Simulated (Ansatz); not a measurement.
# C9H20N···C2N3 (N-butyl-N-methylpyrrolidinium dicyanamide): what the fields show

Input file:

```
crystal:
  periodic: [false, false, false]
  atoms:
    - {symbol: C, position_ang: [4.206935, 0.593530, -0.687513]}
    - {symbol: C, position_ang: [2.958549, -0.184872, -0.271712]}
    - {symbol: C, position_ang: [1.668218, 0.640419, -0.402792]}
    - {symbol: C, position_ang: [0.473257, -0.185721, 0.051100]}
    - {symbol: N, position_ang: [-0.888426, 0.482926, -0.072857]}
    - {symbol: C, position_ang: [-0.929841, 1.727908, 0.768133]}
    - {symbol: C, position_ang: [-1.983518, -0.483593, 0.425915]}
    - {symbol: C, position_ang: [-3.155828, -0.262687, -0.515320]}
    - {symbol: C, position_ang: [-2.447589, -0.117712, -1.866412]}
    - {symbol: C, position_ang: [-1.253889, 0.778696, -1.535860]}
    - {symbol: H, position_ang: [4.146704, 0.926041, -1.745950]}
    - {symbol: H, position_ang: [5.119342, -0.027038, -0.584507]}
    - {symbol: H, position_ang: [4.347468, 1.500188, -0.061479]}
    - {symbol: H, position_ang: [2.864403, -1.109667, -0.882680]}
    - {symbol: H, position_ang: [3.059721, -0.531818, 0.780017]}
    - {symbol: H, position_ang: [1.558625, 0.976356, -1.458597]}
    - {symbol: H, position_ang: [1.767581, 1.559491, 0.213748]}
    - {symbol: H, position_ang: [0.569042, -0.426107, 1.126402]}
    - {symbol: H, position_ang: [0.399005, -1.149182, -0.491446]}
    - {symbol: H, position_ang: [-0.662691, 1.435614, 1.809131]}
    - {symbol: H, position_ang: [-1.956454, 2.135739, 0.735760]}
    - {symbol: H, position_ang: [-0.224442, 2.471282, 0.356870]}
    - {symbol: H, position_ang: [-1.579533, -1.513481, 0.324160]}
    - {symbol: H, position_ang: [-2.150092, -0.278418, 1.498879]}
    - {symbol: H, position_ang: [-3.728617, 0.654882, -0.261166]}
    - {symbol: H, position_ang: [-3.859593, -1.115923, -0.479259]}
    - {symbol: H, position_ang: [-2.100331, -1.110292, -2.218945]}
    - {symbol: H, position_ang: [-3.076875, 0.322928, -2.663618]}
    - {symbol: H, position_ang: [-1.515258, 1.851619, -1.598884]}
    - {symbol: H, position_ang: [-0.366828, 0.603696, -2.169247]}
    - {symbol: N, position_ang: [-0.420130, -0.062328, 3.370209]}
    - {symbol: C, position_ang: [-0.257833, -1.227911, 3.173627]}
    - {symbol: N, position_ang: [-0.076728, -2.503832, 2.960471]}
    - {symbol: C, position_ang: [-0.195422, -2.973841, 1.740793]}
    - {symbol: N, position_ang: [-0.308942, -3.396893, 0.633008]}
basis:
  gaussian: {orbitals: def2-TZVP, fitting: {mean_field: def2-universal-jkfit}, initial_orbitals: start.molden}
hamiltonian: {xc: pbe0, dispersion: d4}
scf: {omitted_lower_state_checks: [starts]}
output: {orbitals: {seedname: orbitals}}
```

Launched as:

```sh
ansatz run in.yaml --threads 2 --pin off --events-out ev --progress --plain --max-ram 22528MiB --backend cuda --devices 0, --max-vram 18GiB
```

Geometry: PBE-D4/def2-SVP.

Theory: RKS PBE0-D4/def2-TZVP (Ansatz 0.2.0).

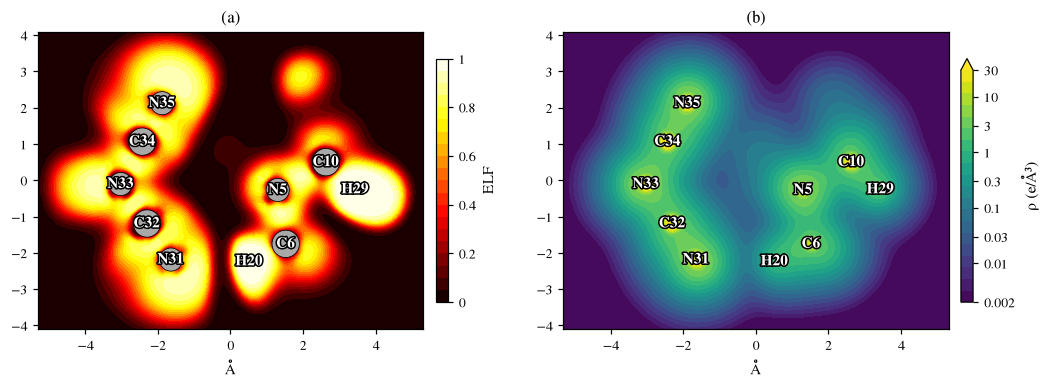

Figure 1. (a) ELF; (b) total electron density on the plane of atoms C32, N33 and C34. Grey discs cover the atomic cores in the ELF map.

Describe what can be read from this map.

The section cuts through N, C and H sites.
N31···H20 (2.18 Å): the density falls to about 0.12 e/Å³ on the way; the ELF dips to about 0.10 between them.
C–N (1.19 Å): ρ is about 3.3 e/Å³ halfway; the ELF peaks at about 0.85 between the atoms; a short, multiple covalent bond.
C–H (1.11 Å): the density is about 2 e/Å³ at the midpoint; the ELF climbs to about 1 towards the hydrogen, as it does in any bond to H; a covalent bond by its length.
C–N (1.31 Å): ρ is about 2.5 e/Å³ halfway; the ELF peaks at about 0.90 between the atoms: a covalent bond.
The ELF also peaks beside N31, N33 and N35, away from the bonds: lone-pair regions.

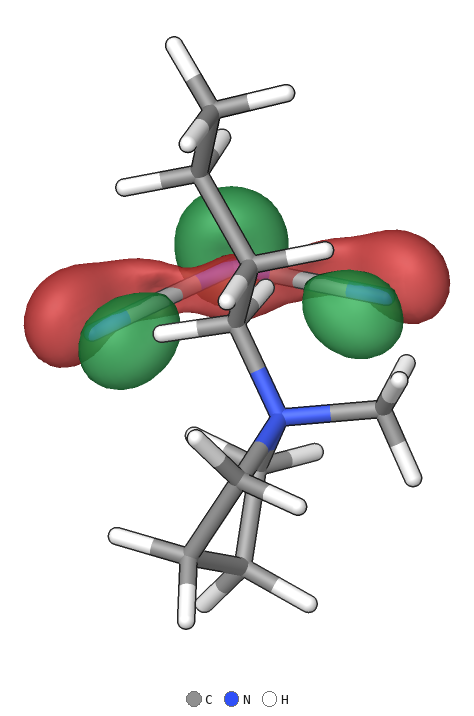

Figure 2. The HOMO−1 at ±0.15 Å⁻³ᐟ² (green and red are the two phases), seen at an oblique angle.

What is the character of this orbital?

Its weight (Hirshfeld) is mainly on N33 (about 30 %), N35 (about 25 %), N31 (about 20 %), C34 (about 10 %) and C32 (about 10 %); largely a combination of lone pairs on N33, N35 and N31. Its energy is −6.66 eV.
